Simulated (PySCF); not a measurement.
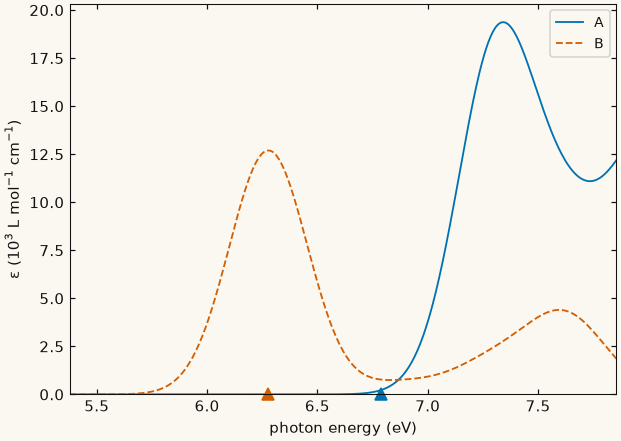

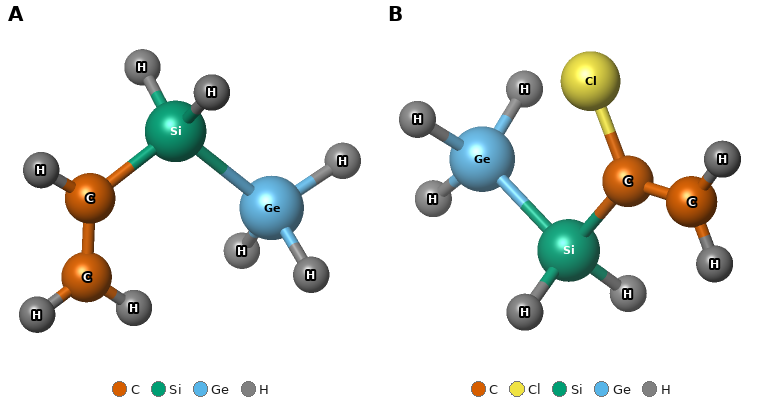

Related molecules: A is C₂H₈GeSi, SMILES C=C[SiH2][GeH3], singlet; B is C₂H₇ClGeSi, SMILES C=C(Cl)[SiH2][GeH3], singlet. Vertical TDDFT absorption, ωB97X-D/def2-SVPD in PySCF 2.14.0, at a GFN2-xTB geometry (no frequency check); Gaussians of 1/e half-width 0.25 eV, triangles mark S1, and the range ends where the computed states of one molecule run out.

How does the lowest singlet move?

Answer. A: 6.79 eV (f = 0.000, mainly HOMO−1 → LUMO (53 %)); B: 6.28 eV (f = 0.196, mainly HOMO → LUMO (96 %)). From A to B it shifts 0.51 eV to the red, but one of these states is bright and the other nearly dark, so it isn't one band that moves.

And the brightest state of each within the range drawn?

Answer. A: S2 at 7.31 eV, f = 0.27; B: S1 at 6.28 eV, f = 0.20.

Caveats, for all or some of the runs: core orbitals are frozen in the response; one conformer of a flexible molecule; the tight-binding geometry is rougher than a DFT one and adds to the error.
